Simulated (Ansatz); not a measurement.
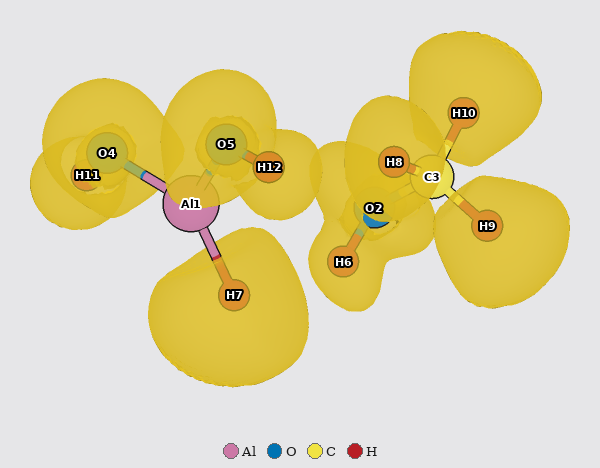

The picture shows: AlH₃O₂···CH₄O. Isosurface of the ELF at 0.75 (yellow), seen from one side. Core shells and regions of very low density are left out.

Not at a stationary point (largest force 0.7 eV/Å).

The calculation used RKS BLYP-D4/def2-SVP in Ansatz 0.2.0.

```xyz
12

Al   -0.5378    1.4897    0.5297
O     0.4654   -1.5029    0.6552
C     0.7054   -1.6847   -0.7460
O    -1.9635    1.7096    1.4565
O    -0.7464    1.6312   -1.1713
H     0.9966   -0.7338    0.9489
H     0.8491    1.1778    1.1358
H     0.4480   -0.7748   -1.3435
H     1.7643   -1.9717   -0.9664
H     0.0491   -2.5058   -1.0964
H    -2.0090    1.5435    2.4126
H    -0.0212    1.6217   -1.8154
```

**Identify the bonds, lone pairs and shells in this picture.**

The ELF exceeds this value in four regions around hydrogen nuclei and three joined regions spread over several atoms (H, O), in which their bonds and any lone pairs are merged. Profiles from the grid: Al1···H6 (2.73 Å): the ELF dips to about 0.05 between them. C–O (1.43 Å): the ELF peaks at about 0.90 between the atoms; a shared but strongly polarised pair.
